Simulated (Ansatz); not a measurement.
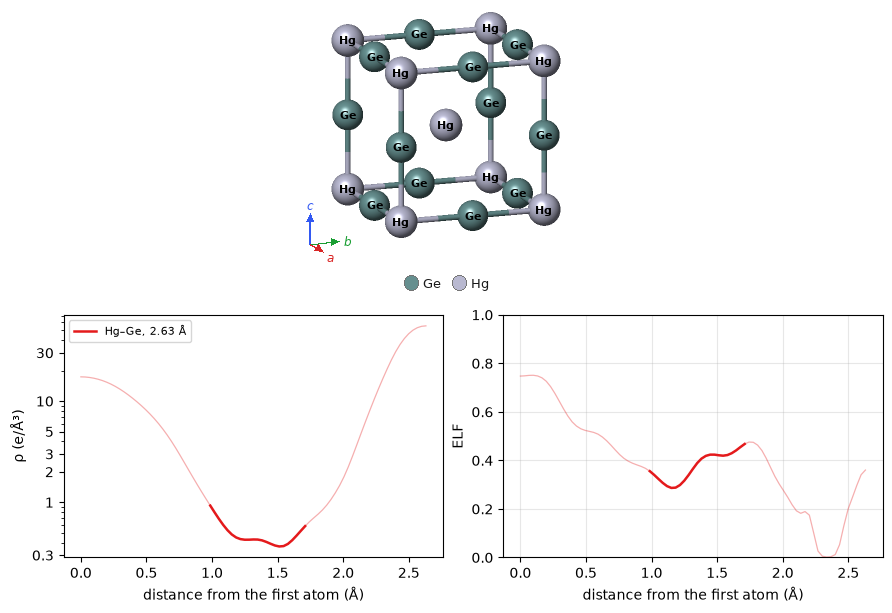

*Hg$_{2}$Ge$_{3}$. Valence pseudo-density and ELF along straight lines between neighbouring atoms. Thin, pale parts lie inside the atomic spheres. The structure is drawn too.*

Space group Pm-3m; a structure generated by program, which may or may not match a known phase.

These are results of DFT PBE, scalar-relativistic, plane waves, PAW in Ansatz, not measurements.

The density is the valence pseudo-density of a PAW calculation; it isn't the true density close to the nuclei.

What can be read from the curves?

Answer. Hg–Ge (2.63 Å): the density is about 0.43 e/Å³ at the midpoint, with its minimum of 0.37 e/Å³ about 1.5 Å from Hg; the ELF is about 0.35 at the midpoint (no localised pair shows between them).
